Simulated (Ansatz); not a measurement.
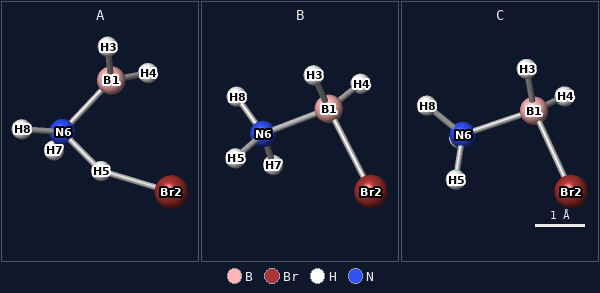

3 geometries from a converged minimum-energy path of BNH5Br, shuffled. The picture is a ball-and-stick view, seen from a free direction.

The calculation used RKS PBE0-D4/def2-mTZVP in Ansatz. Set-up: 5 movable images; climbing image; force threshold 0.05 eV/Å; iteration limit 60; starting path through a guess of the saddle point.

One of them is the converged climbing image. Which?

A. In order along the path, whose images run from 0 to 6: B (image 0, 0.0 kcal/mol), C (image 2, +2.8 kcal/mol), A (image 4, +32.0 kcal/mol). Breaking: B1–Br2 (2.03 → 2.92 at the top → 4.11 Å), H5–N6 (1.02 → 1.29 at the top → 2.11 Å). Forming: Br2–H5 (2.97 → 1.72 at the top → 1.45 Å).

Cost: 77 s on 2 threads of AMD EPYC 7R13 Processor (Zen 3), on a shared host, peak memory 0.2 GiB.
